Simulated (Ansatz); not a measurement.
# The perfect W wire along [100], 12 atoms a period

What gap, if any, does the W wire along [100], 12 atoms a period have, and how many channels would it open?

Calculated with Ansatz 0.2.0; DFT PBE, plane waves, PAW; relaxation of a wire's period; PAW set soft_1, in the first sound run; inputs show where later runs differ.

## Step 1: Set-up

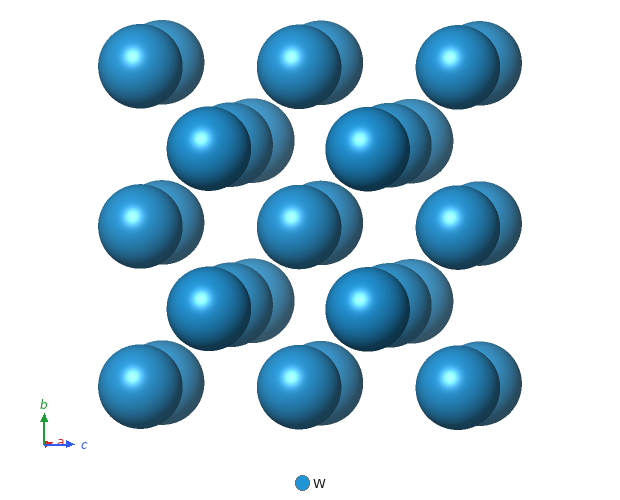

Start, viewed from the side, with the c axis across the page; tungsten blue. 1×1×2 cells are drawn. Some periodic images of atoms are drawn too.

The cell holds 12 atoms: 12 W. Its edges and angles: a = 13.140 Å, b = 13.140 Å, c = 3.170 Å, α = 90.0°, β = 90.0°, γ = 90.0°. Vacuum lies along a and b. The structure's axis is c.

## Step 2: Relaxing the period

Band widths follow the bond lengths, so the wire is relaxed first. The atoms and the third cell vector are free; the box across stays fixed as vacuum. A Fermi-Dirac smearing is set since the result may be a metal. The pressure printed is a third of the stress's trace over the whole box, vacuum included; only the stress along the axis is relaxed.

input.yaml reads:

```yaml
crystal:
  lattice:
    - [13.14, 0.0, 0.0]
    - [0.0, 13.14, 0.0]
    - [0.0, 0.0, 3.17]
  atoms:
    - { symbol: W, position: [0.379375951, 0.258751903, 0.0] }
    - { symbol: W, position: [0.379375951, 0.5, 0.0] }
    - { symbol: W, position: [0.379375951, 0.741248097, 0.0] }
    - { symbol: W, position: [0.620624049, 0.258751903, 0.0] }
    - { symbol: W, position: [0.620624049, 0.5, 0.0] }
    - { symbol: W, position: [0.620624049, 0.741248097, 0.0] }
    - { symbol: W, position: [0.258751903, 0.379375951, 0.5] }
    - { symbol: W, position: [0.258751903, 0.620624049, 0.5] }
    - { symbol: W, position: [0.5, 0.379375951, 0.5] }
    - { symbol: W, position: [0.5, 0.620624049, 0.5] }
    - { symbol: W, position: [0.741248097, 0.379375951, 0.5] }
    - { symbol: W, position: [0.741248097, 0.620624049, 0.5] }
kpoints:
  mp_grid: { grid: [1, 1, 26] }
scf:
  occupations: { method: fermi_dirac, width: 0.05 }
hamiltonian:
  xc: pbe
  pseudopotentials: { kind: paw, azcp: { folder: soft_1 } }
relax:
  cell: { fix: [a, b, alpha, beta, gamma] }
  max_steps: 45
  f_tol: 0.03
```

The run is started by

```sh
> ansatz run input.yaml --threads 4 --pin off --max-ram 16384MiB --backend cpu --events-out ev --progress --plain --runs-dir out
```

Numbers of over 12 decimals in the logs are rounded to 6 here.

What it wrote:

```text
Engine: ansatz 0.2.0, aarch64-unknown-linux-gnu
Pseudopotentials: kind: paw
Pseudopotential: W, paw, valence charge 14, recommended cutoff 420 eV (normal), soft_1/W.paw.azcp
Functional definition: PBE
  parameter kappa = 0.804
  parameter beta = 0.066725
  exchange = pbe_x(kappa = kappa, mu = beta*pi^2/3)
  correlation = pbe_c(beta = beta)
Crystal: 12 atoms, lattice volume = 547.331 Å³
Basis set: ecut = 420 eV, 10771 PW (Γ), exchange–correlation on 180×180×48 points (8 copies of the dense FFT grid, shifted against one another)
Bands: 101, of which v1, the nominal top of the filled ones, is band 84 counted from 1 (83 counted from 0)
Symmetry: 16 space group operations
Space group: P42/mmc (ITA 131), of the structure as read, at distance tolerance 8.2e-5 Å
k-points: 14 of 26
Non-local potential: W, projectors of the file, l = 0: 3, l = 1: 2, l = 2: 2, l = 3: 1
PAW form: soft (Blöchl's): semilocal exchange-correlation on the pseudo side does not see the compensation charge
PAW one-centre angular grid: W, 590 points (default); XC on 64 Gauss nodes
Initial density: superposition of atomic densities (neutral atoms: chi_scale 0, normalization atom)
Initial wavefunctions: pseudopotential atomic-orbital guess
Functional: x = pbe(κ = 0.804, μ = 0.219515), c = pbe(β = 0.066725)
SCF iter   1: F=—  HF=-124619.926680 eV  |F-HF|=—  |Δ(HF+E_count)|=         —  Δρ=5.04e-2  dr2=9.22e1  ethr=3.10e-3  ⟨swp⟩=8.6  Hψ=6222  notcnv=0
preconditioner: auto → LDOS  [metal: Δε(μ)=0.040 eV  Ē_g=4.412 eV  σ=0.050 eV  W_gap=0.20  n_scr=94 (ndim 8)  ℏωp=13.5 eV  f_vac=0.458  D(μ)=13.75/eV (n_scr^D=78)  β→1.0]
SCF iter   2: F=—  HF=-124614.744599 eV  |F-HF|=—  |Δ(HF+E_count)|=    5.18e0  Δρ=4.42e-2  dr2=5.23e1  ethr=3.10e-3  ⟨swp⟩=5.2  Hψ=4086  notcnv=0  defer=16
SCF iter   3: F=—  HF=-124608.530588 eV  |F-HF|=—  |Δ(HF+E_count)|=    6.21e0  Δρ=1.04e-2  dr2=2.48e0  ethr=3.10e-3  ⟨swp⟩=4.1  Hψ=3709  notcnv=0  defer=8
SCF iter   4: F=—  HF=-124608.133495 eV  |F-HF|=—  |Δ(HF+E_count)|=   3.97e-1  Δρ=3.60e-3  dr2=3.62e-1  ethr=1.48e-3  ⟨swp⟩=2.1  Hψ=2220  notcnv=0  defer=19
SCF iter   5: F=—  HF=-124608.115271 eV  |F-HF|=—  |Δ(HF+E_count)|=   1.82e-2  Δρ=1.47e-3  dr2=4.43e-2  ethr=2.15e-4  ⟨swp⟩=3.3  Hψ=2268  notcnv=0  defer=19
SCF iter   6: F=—  HF=-124608.112494 eV  |F-HF|=—  |Δ(HF+E_count)|=   2.78e-3  Δρ=4.24e-4  dr2=2.16e-3  ethr=2.64e-5  ⟨swp⟩=2.0  Hψ=1953  notcnv=0  defer=19
SCF iter   7: F=—  HF=-124608.112558 eV  |F-HF|=—  |Δ(HF+E_count)|=   6.38e-5  Δρ=1.62e-4  dr2=6.96e-4  ethr=1.29e-6  ⟨swp⟩=3.9  Hψ=2950  notcnv=0  defer=19
SCF iter   8: F=—  HF=-124608.112554 eV  |F-HF|=—  |Δ(HF+E_count)|=   3.34e-6  Δρ=6.76e-5  dr2=5.24e-5  ethr=4.14e-7  ⟨swp⟩=2.0  Hψ=1884  notcnv=0  defer=19
SCF iter   9: F=—  HF=-124608.112628 eV  |F-HF|=—  |Δ(HF+E_count)|=   7.39e-5  Δρ=2.07e-5  dr2=4.44e-6  ethr=3.12e-8  ⟨swp⟩=2.4  Hψ=2186  notcnv=0  defer=19
SCF iter  10: F=—  HF=-124608.112632 eV  |F-HF|=—  |Δ(HF+E_count)|=   3.76e-6  Δρ=6.81e-6  dr2=5.84e-7  ethr=2.64e-9  ⟨swp⟩=2.6  Hψ=1974  notcnv=0  defer=19
SCF iter  11: F=-124608.112632 eV  HF=-124608.112632 eV  |F-HF|=2.53e-8  |Δ(HF+E_count)|=   1.23e-7  Δρ=2.24e-6  dr2=3.80e-8  ethr=5.95e-11  ⟨swp⟩=5.6  Hψ=5240  notcnv=0
SCF 1 converged in 11 iterations: F = -124608.112632 eV  dr2 = 3.80e-8
  greatest PAW one-centre occupation: 0.999 electrons in one spin orbital (limit 2), on the W atom at site 9 (counted from 0), in its partial waves of l = 0
relax step   1: F+E_penalty+E_count = -124608.11263229 eV  Δ(F+E_penalty+E_count) = +0.000e0 eV  max|allowed force component| = 2.757e0 eV/Å  Δτ_max = 0.0000 Å  P = -8.324 GPa  Ω = 547.331 Å³  fix = [a, b, alpha, beta, gamma]  reactions: a -7.235, b -7.235 GPa  (11 SCF iters, dr2 threshold 1.00e-7 eV, accepted)
Crystal: 12 atoms, lattice volume = 524.077 Å³
Basis set: ecut = 420 eV, 10195 PW (Γ), exchange–correlation on 180×180×48 points (8 copies of the dense FFT grid, shifted against one another)
Initial density: handed on by an earlier stage of this run
Initial wavefunctions: those handed on with the density
iter 1 solved again at ethr=2.99e-3 eV; its pass at ethr=3.10e-3 eV (dr2=5.02e0 eV) is discarded
SCF iter   1: F=—  HF=-124610.946939 eV  |F-HF|=—  |Δ(HF+E_count)|=         —  Δρ=2.13e-2  dr2=5.18e0  ethr=2.99e-3  ⟨swp⟩=1.4  Hψ=8081  notcnv=0
preconditioner: auto → LDOS  [metal: Δε(μ)=0.045 eV  Ē_g=4.454 eV  σ=0.050 eV  W_gap=0.22  n_scr=86 (ndim 8)  ℏωp=13.8 eV  f_vac=0.501  D(μ)=11.71/eV (n_scr^D=56)  β→1.0]
SCF iter   2: F=—  HF=-124610.693224 eV  |F-HF|=—  |Δ(HF+E_count)|=   2.54e-1  Δρ=1.35e-2  dr2=3.31e0  ethr=2.99e-3  ⟨swp⟩=4.7  Hψ=3220  notcnv=0
SCF iter   3: F=—  HF=-124610.134325 eV  |F-HF|=—  |Δ(HF+E_count)|=   5.59e-1  Δρ=2.71e-3  dr2=1.39e-1  ethr=1.97e-3  ⟨swp⟩=3.0  Hψ=2457  notcnv=0  defer=30
SCF iter   4: F=—  HF=-124610.123520 eV  |F-HF|=—  |Δ(HF+E_count)|=   1.08e-2  Δρ=7.98e-4  dr2=1.14e-2  ethr=8.27e-5  ⟨swp⟩=2.4  Hψ=2246  notcnv=0  defer=30
SCF iter   5: F=—  HF=-124610.126328 eV  |F-HF|=—  |Δ(HF+E_count)|=   2.81e-3  Δρ=2.84e-4  dr2=1.35e-3  ethr=6.76e-6  ⟨swp⟩=2.5  Hψ=2033  notcnv=0  defer=30
SCF iter   6: F=—  HF=-124610.126591 eV  |F-HF|=—  |Δ(HF+E_count)|=   2.63e-4  Δρ=8.40e-5  dr2=2.05e-4  ethr=8.06e-7  ⟨swp⟩=2.4  Hψ=1992  notcnv=0  defer=30
SCF iter   7: F=—  HF=-124610.126655 eV  |F-HF|=—  |Δ(HF+E_count)|=   6.45e-5  Δρ=4.03e-5  dr2=3.39e-5  ethr=1.22e-7  ⟨swp⟩=2.4  Hψ=1973  notcnv=0  defer=30
SCF iter   8: F=—  HF=-124610.126657 eV  |F-HF|=—  |Δ(HF+E_count)|=   1.44e-6  Δρ=1.25e-5  dr2=1.55e-6  ethr=2.02e-8  ⟨swp⟩=2.1  Hψ=1905  notcnv=0  defer=30
SCF iter   9: F=-124610.126657 eV  HF=-124610.126658 eV  |F-HF|=1.78e-7  |Δ(HF+E_count)|=   8.99e-7  Δρ=7.08e-6  dr2=7.13e-7  ethr=7.14e-10  ⟨swp⟩=5.3  Hψ=5009  notcnv=0
SCF 2 converged in 9 iterations: F = -124610.126657 eV  dr2 = 7.13e-7
  greatest PAW one-centre occupation: 0.999 electrons in one spin orbital (limit 2), on the W atom at site 4 (counted from 0), in its partial waves of l = 0
relax step   2: F+E_penalty+E_count = -124610.12665734 eV  Δ(F+E_penalty+E_count) = -2.014e0 eV  max|allowed force component| = 2.171e0 eV/Å  Δτ_max = 0.1950 Å  P = +5.778 GPa  Ω = 524.077 Å³  energy of the carried Pulay correction = +4.079e-3 eV  fix = [a, b, alpha, beta, gamma]  reactions: a +5.746, b +5.746 GPa  (9 SCF iters, dr2 threshold 1.20e-6 eV, accepted)
Crystal: 12 atoms, lattice volume = 519.804 Å³
Basis set: ecut = 420 eV, 10083 PW (Γ), exchange–correlation on 180×180×48 points (8 copies of the dense FFT grid, shifted against one another)
iter 1 solved again at ethr=1.60e-3 eV; its pass at ethr=3.10e-3 eV (dr2=2.68e0 eV) is discarded
[...]
SCF iter   4: F=—  HF=-124610.800800 eV  |F-HF|=—  |Δ(HF+E_count)|=   3.76e-3  Δρ=7.56e-4  dr2=7.21e-3  ethr=2.63e-5  ⟨swp⟩=2.4  Hψ=2425  notcnv=0  defer=22
SCF iter   5: F=—  HF=-124610.802660 eV  |F-HF|=—  |Δ(HF+E_count)|=   1.86e-3  Δρ=2.91e-4  dr2=1.24e-3  ethr=4.29e-6  ⟨swp⟩=2.0  Hψ=1886  notcnv=0  defer=22
SCF iter   6: F=—  HF=-124610.802919 eV  |F-HF|=—  |Δ(HF+E_count)|=   2.59e-4  Δρ=9.58e-5  dr2=6.90e-5  ethr=7.40e-7  ⟨swp⟩=2.1  Hψ=1880  notcnv=0  defer=22
SCF iter   7: F=—  HF=-124610.803043 eV  |F-HF|=—  |Δ(HF+E_count)|=   1.24e-4  Δρ=3.05e-5  dr2=9.00e-6  ethr=4.11e-8  ⟨swp⟩=3.6  Hψ=3027  notcnv=0  defer=22
SCF iter   8: F=-124610.803048 eV  HF=-124610.803048 eV  |F-HF|=2.61e-7  |Δ(HF+E_count)|=   4.89e-6  Δρ=9.01e-6  dr2=1.18e-6  ethr=7.14e-10  ⟨swp⟩=5.9  Hψ=5471  notcnv=0
SCF 3 converged in 8 iterations: F = -124610.803048 eV  dr2 = 1.18e-6
relax step   3: F+E_penalty+E_count = -124610.80304763 eV  Δ(F+E_penalty+E_count) = -6.764e-1 eV  max|allowed force component| = 7.786e-1 eV/Å  Δτ_max = 0.1246 Å  P = -1.013 GPa  Ω = 519.804 Å³  energy of the carried Pulay correction = +4.848e-3 eV  fix = [a, b, alpha, beta, gamma]  reactions: a -1.845, b -1.845 GPa  (8 SCF iters, dr2 threshold 1.20e-6 eV, accepted)
[...]
relax step   4: F+E_penalty+E_count = -124611.03696635 eV  Δ(F+E_penalty+E_count) = -2.339e-1 eV  max|allowed force component| = 3.635e-1 eV/Å  Δτ_max = 0.0453 Å  P = -0.680 GPa  Ω = 529.289 Å³  energy of the carried Pulay correction = +3.150e-3 eV  fix = [a, b, alpha, beta, gamma]  reactions: a -0.704, b -0.704 GPa  (8 SCF iters, dr2 threshold 1.20e-6 eV, accepted)
[...]
relax step   5: F+E_penalty+E_count = -124611.05461590 eV  Δ(F+E_penalty+E_count) = -1.765e-2 eV  max|allowed force component| = 2.004e-1 eV/Å  Δτ_max = 0.0253 Å  P = +0.104 GPa  Ω = 528.432 Å³  energy of the carried Pulay correction = +3.302e-3 eV  fix = [a, b, alpha, beta, gamma]  reactions: a -0.154, b -0.154 GPa  (8 SCF iters, dr2 threshold 1.20e-6 eV, accepted)
[...]
relax step   6: F+E_penalty+E_count = -124611.06707302 eV  Δ(F+E_penalty+E_count) = -1.246e-2 eV  max|allowed force component| = 1.187e-2 eV/Å  Δτ_max = 0.0150 Å  P = -0.057 GPa  Ω = 529.622 Å³  energy of the carried Pulay correction = +3.091e-3 eV  fix = [a, b, alpha, beta, gamma]  reactions: a -0.104, b -0.104 GPa  (7 SCF iters, dr2 threshold 1.20e-6 eV, accepted)
Initial wavefunctions: pseudopotential atomic-orbital guess (no wavefunctions were taken with the density)
iter 1 solved again at ethr=9.09e-7 eV; its pass at ethr=3.10e-3 eV (dr2=1.53e-3 eV) is discarded
SCF iter   1: F=—  HF=-124611.064017 eV  |F-HF|=—  |Δ(HF+E_count)|=         —  Δρ=5.68e-5  dr2=2.81e-6  ethr=9.09e-7  ⟨swp⟩=4.2  Hψ=10281  notcnv=0
eigensolver tolerance schedule: the retry pair's looser diagonalisation over-reported the residual by 543.43 of it (diagonalisation noise at 0.19 of the residual, at the tolerance the schedule requests for it); recorded, not acted on — ethr = c·dr2/N_el stays at c = 1.0e-1
preconditioner: auto → LDOS  [metal: Δε(μ)=0.028 eV  Ē_g=4.065 eV  σ=0.050 eV  W_gap=0.14  n_scr=86 (ndim 8)  ℏωp=13.7 eV  f_vac=0.486  D(μ)=16.06/eV (n_scr^D=110)  β→1.0]
SCF iter   2: F=—  HF=-124611.064086 eV  |F-HF|=—  |Δ(HF+E_count)|=   6.90e-5  Δρ=7.74e-6  dr2=4.10e-7  ethr=1.67e-9  ⟨swp⟩=3.0  Hψ=3489  notcnv=0
SCF iter   3: F=—  HF=-124611.064086 eV  |F-HF|=—  |Δ(HF+E_count)|=   2.11e-8  Δρ=4.10e-6  dr2=2.91e-7  ethr=2.44e-10  ⟨swp⟩=2.0  Hψ=2435  notcnv=0
SCF iter   4: F=—  HF=-124611.064086 eV  |F-HF|=—  |Δ(HF+E_count)|=   3.16e-8  Δρ=1.67e-6  dr2=4.14e-8  ethr=1.74e-10  ⟨swp⟩=2.0  Hψ=1944  notcnv=0
SCF iter   5: F=—  HF=-124611.064086 eV  |F-HF|=—  |Δ(HF+E_count)|=  9.75e-10  Δρ=9.11e-7  dr2=1.79e-8  ethr=2.46e-11  ⟨swp⟩=2.0  Hψ=2001  notcnv=0
SCF iter   6: F=—  HF=-124611.064086 eV  |F-HF|=—  |Δ(HF+E_count)|=  1.31e-10  Δρ=2.88e-7  dr2=2.33e-9  ethr=1.06e-11  ⟨swp⟩=2.1  Hψ=1960  notcnv=0
SCF iter   7: F=-124611.064086 eV  HF=-124611.064086 eV  |F-HF|=5.82e-11  |Δ(HF+E_count)|=  2.33e-10  Δρ=9.09e-8  dr2=9.33e-11  ethr=1.00e-12  ⟨swp⟩=3.6  Hψ=6288  notcnv=0
SCF 7 converged in 7 iterations: F = -124611.064086 eV  dr2 = 9.33e-11
relax step   7: F+E_penalty+E_count = -124611.06408586 eV  Δ(F+E_penalty+E_count) = +2.987e-3 eV  max|allowed force component| = 1.214e-2 eV/Å  Δτ_max = 0.0000 Å  P = -0.058 GPa  Ω = 529.622 Å³  fix = [a, b, alpha, beta, gamma]  reactions: a -0.103, b -0.103 GPa  stress off target by 3.30e-2 GPa on what of the cell is left free  SCF on the basis re-selected at this cell (its energy is not comparable with the rows above)  (7 SCF iters)
basis re-selected at this cell: Δ(F+E_penalty+E_count) = +2.987e-3 eV, ΔP = -0.001 GPa vs the last step (what re-selecting the basis moved, of the pressure what is left beyond the Pulay correction that the steps carried, after the strain that the cell walked since its last selection, with what the two solves' SCF thresholds leave and, on support functions, any second-order correction that the steps lacked; it is no m [...]
SCF converged after 7 iterations
Free energy (F): -124611.064086 eV
Harris-Foulkes:  -124611.064086 eV  (|F-HF|=5.82e-11)
Internal energy: -124610.936825 eV  (E = F + TS)
E sigma→0 (E₀):  -124611.000456 eV
Entropy (-TS):   -0.127261 eV (-10.605 meV/atom)
Fermi energy:    5.661415 eV
--- Per-component energies (eV) ---
  E_band       = -3777.869940
  E_kinetic    = 5057.517622
  E_local      = -66184.538682  (includes V_loc(G=0)·N_el)
  E_nonlocal   = -292.933954
  E_hartree    = 31174.585283
  E_xc         = -3195.320980
  E_vxc        = -2752.715968  (∫ρ·V_xc dr)
  E_paw        = -102937.088681  (= ΣΔE_a)
  E_vpaw       = -1954.371840  (= ΣTr[D̂ρ^β])
  E_aug_tail   = 0.001780  (compensation charges beyond the density's cutoff)
  E_ewald      = 11766.840787
  E_smearing   = -0.127261  (= −TS)
  E_closure    = 0.000000  (closes the sum)
  Σ components = -124611.064086   (vs F -124611.064086, Δ=0.00e0)
--- Forces (eV/Å), atoms counted from 1 ---
  atom   1  W     -0.00574920     0.00445727     0.00000000
  atom   2  W     -0.01213544     0.00000000     0.00000000
  atom   3  W     -0.00574920    -0.00445727     0.00000000
  atom   4  W      0.00574920     0.00445727     0.00000000
  atom   5  W      0.01213544     0.00000000     0.00000000
  atom   6  W      0.00574920    -0.00445727     0.00000000
  atom   7  W      0.00445727    -0.00574920     0.00000000
  atom   8  W      0.00445727     0.00574920     0.00000000
  atom   9  W      0.00000000    -0.01213544     0.00000000
  atom  10  W      0.00000000     0.01213544     0.00000000
  atom  11  W     -0.00445727    -0.00574920     0.00000000
  atom  12  W     -0.00445727     0.00574920     0.00000000
  max |Σ_I F_I| component: 8.67e-19 eV/Å
--- Stress (GPa, compression-positive) ---
       -0.103200       0.000000       0.000000
        0.000000      -0.103200       0.000000
        0.000000       0.000000       0.033002
  P = ⅓ Tr σ = -0.0578 GPa (-0.578 kbar)
--- Relaxed structure (6 steps of the walk, 6 accepted, 1 SCFs on fresh bases) ---
  F+E_penalty+E_count = -124611.06408586 eV   max|allowed force component| = 1.214e-2 eV/Å   (the final SCF, on the basis selected at the relaxed cell)
  cell:  # Å, volume = 529.6217 Å³
    - [13.14, 0.0, 0.0]
    - [0.0, 13.14, 0.0]
    - [0.0, 0.0, 3.067432]
  atoms:
    - { symbol: W, position: [0.371762, 0.267679, 0.0] }
    - { symbol: W, position: [0.376655, 0.5, 0.0] }
    - { symbol: W, position: [0.371762, 0.732321, 0.0] }
    - { symbol: W, position: [0.628238, 0.267679, 0.0] }
    - { symbol: W, position: [0.623345, 0.5, 0.0] }
    - { symbol: W, position: [0.628238, 0.732321, 0.0] }
    - { symbol: W, position: [0.267679, 0.371762, 0.5] }
    - { symbol: W, position: [0.267679, 0.628238, 0.5] }
    - { symbol: W, position: [0.5, 0.376655, 0.5] }
    - { symbol: W, position: [0.5, 0.623345, 0.5] }
    - { symbol: W, position: [0.732321, 0.371762, 0.5] }
    - { symbol: W, position: [0.732321, 0.628238, 0.5] }
```

Wall time 1.9 min (4 threads of Arm Neoverse V2, shared host); peak memory 1.7 GiB; 7.4 min of CPU time.

[end of part 1 of 2]

[Logs are printed without paths, hosts, clocks, repeated set-up lines and the standing remarks that a program may print on its own settings, such as how far it seeks lower states.]

[Hosts, paths, dates, database ids (printed as entryN), source tags and the programs' standing remarks are cut or masked in the printed files.]
